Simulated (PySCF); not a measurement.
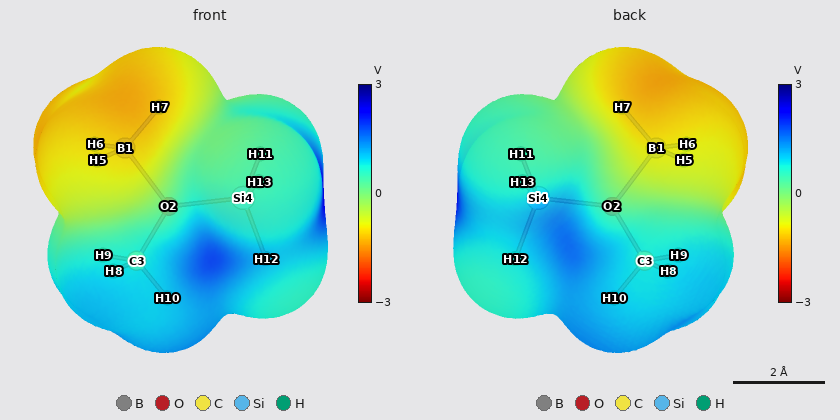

The picture shows: CH9BOSi. The electrostatic potential painted on the density surface at 0.002 e/bohr³, seen from the front and from behind; the colour scale runs from red (negative) to blue (positive).

Geometry: GFN2-xTB.

Computed with PBE0/pcSseg-1, SCF density, gas phase, non-relativistic (PySCF).

```
atom    x (Å)    y (Å)    z (Å)
   B  -0.1234   1.5535   0.1753
   O  -0.0455  -0.0612  -0.0764
   C  -1.3024  -0.6859  -0.0115
  Si   1.4373  -0.7933  -0.1697
   H  -0.6239   1.6773   1.2463
   H  -0.7831   1.9717  -0.7203
   H   1.0124   1.9030   0.1414
   H  -1.7122  -0.5845   0.9961
   H  -1.9760  -0.1873  -0.7106
   H  -1.2208  -1.7427  -0.2680
   H   2.1227  -0.1967  -1.3067
   H   1.0868  -2.1955  -0.4249
   H   2.1238  -0.6578   1.1113
```

Which sites attract a positive test charge, and which a negative one?

A positive charge is drawn to the negative regions and a negative charge to the positive ones. The most negative region (about −1.4 V, or −32 kcal/mol for a unit charge) lies over H5, the most positive (about +2.3 V, or +53 kcal/mol for a unit charge) over Si4.

What dipole moment does the calculation give?

Its dipole moment is 4.52 D.
